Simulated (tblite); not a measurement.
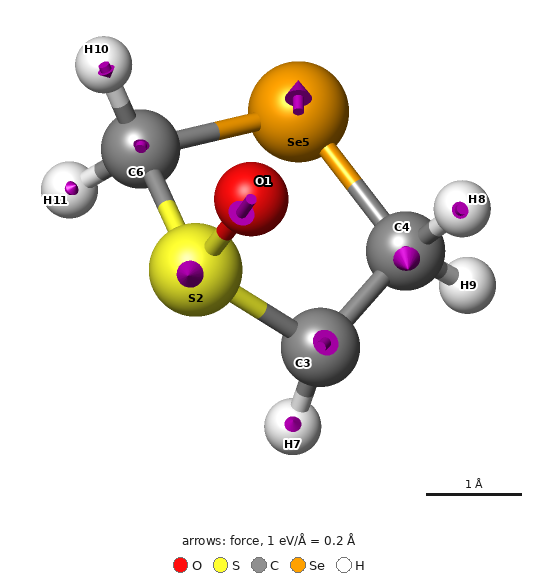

Starting geometry of C3H5OSSe (multiplicity 2) with the computed forces as purple arrows. Style: ball-and-stick. Shown from a free direction.

All numbers below come from tblite, GFN2-xTB geometry optimisation, gas phase. 

Question: What follows when this structure is relaxed?

Answer: It isn't relaxed: the largest force vector, on S2, is 4.39 eV/Å. The final displacements have little in common with the starting forces (cosine between the two patterns 0.25). The largest move after the best rigid fit is that of Se5, 1.02 Å. Largest moves by element: Se 1.02 Å, H 0.83 Å, C 0.72 Å, O 0.62 Å, S 0.26 Å. Near-neighbour distances that change, for instance: C4–Se5 1.950 → 3.655 Å, C3–Se5 2.784 → 3.262 Å, S2–Se5 2.872 → 3.212 Å, C3–C4 1.491 → 1.315 Å. Bonds break: C4–Se5 (1.95 → 3.66 Å). Bond angles that change, for instance: S2–C6–Se5 99.8° → 114.6°, C3–C4–H8 105.6° → 119.2°, C4–C3–H7 115.0° → 125.9°. Groups turn about S2–C6 by about 25°. Over 65 geometry steps the energy falls by 1.208 eV. Cost: 1.2 s on 1 thread of AMD EPYC, with other jobs on the host.
